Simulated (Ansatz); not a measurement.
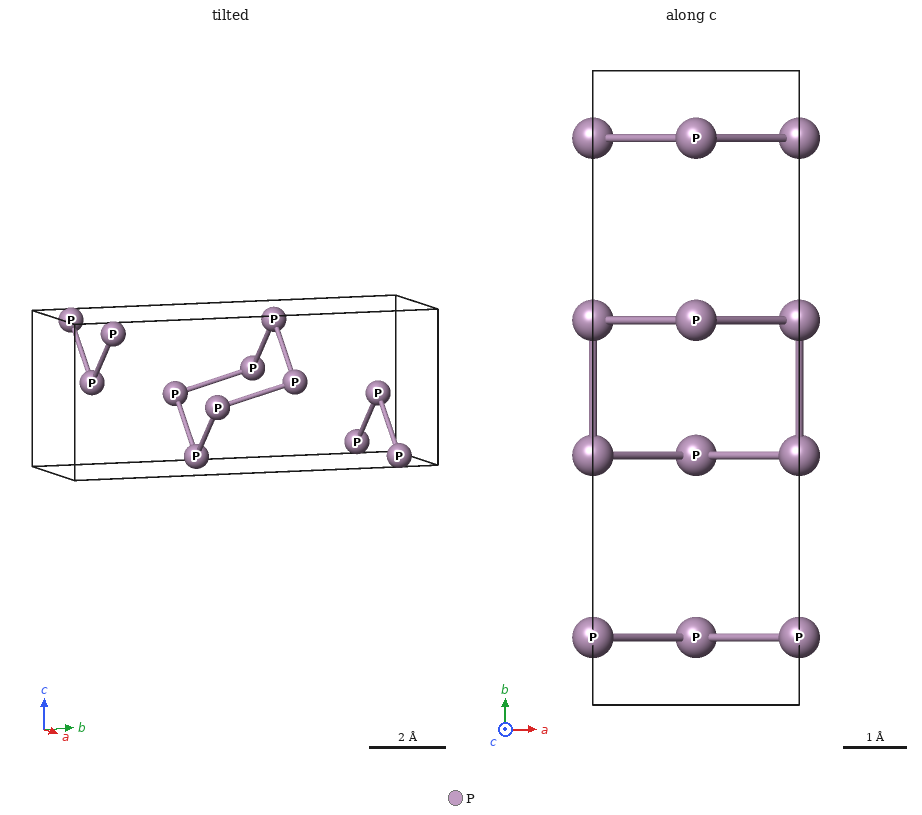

An orthographic ball-and-stick view of the structure, slightly off an axis and along the c axis. The box is the conventional unit cell; atoms on or close to its faces, edges and corners are drawn wherever they repeat.

Cell constants: a = 3.307 Å, b = 10.162 Å, c = 4.140 Å, α = 90.00°, β = 90.00°, γ = 90.00°.

Sticks mark P–P up to 2.48 Å (cut-off distances).

How many atoms belong to the cell?

Answer. 8 (phosphorus), counting shared atoms by their share.

What lattice type does the structure have?

Answer. Base-centred orthorhombic.

Give the space group.

Answer. Cmce (No. 64), with P on 8f.

Does the bonding give isolated units, chains, sheets or a framework?

Answer. The bonds build P layers parallel to (010).

The initial geometry was a structure type known for this element. Earlier steps of the study may have refined or changed the cell and positions. It was the input of a calculation with Ansatz.
